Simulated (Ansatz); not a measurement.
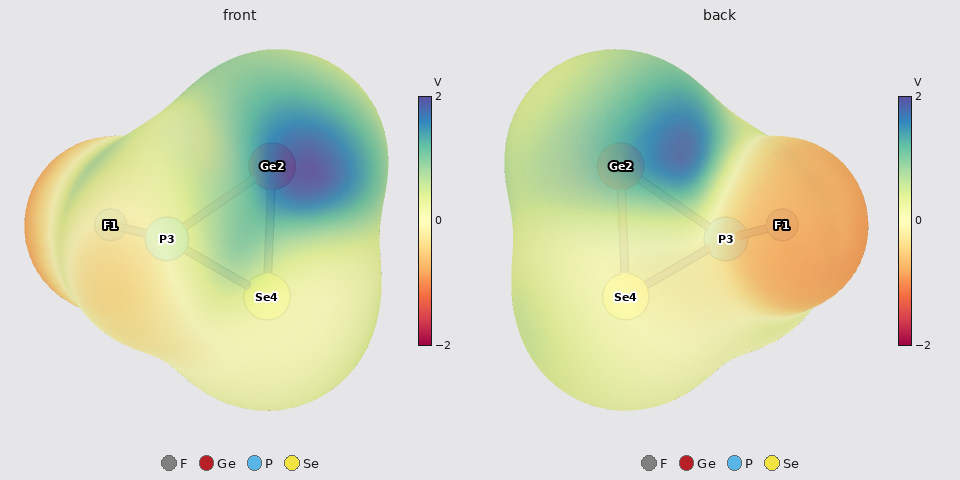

*FGePSe (SMILES F[P]1#[Ge][Se]1). The electrostatic potential painted on the density surface at 0.002 e/bohr³, seen from the front and from behind; red is negative and blue positive.*

Geometry: PBE0-D3(BJ)/def2-SVP.

Method: isolated molecule in a Gaussian basis; Kohn-Sham density functional theory, functional PBE0 in Ansatz 0.2.0.

> Which sites attract a positive test charge, and which a negative one?

A positive charge is drawn to the negative regions and a negative charge to the positive ones. The most negative region (about −0.9 V) lies over F1, the most positive (about +1.9 V) over Ge2.

> What dipole moment does the calculation give?

Its dipole moment is 1.92 D.
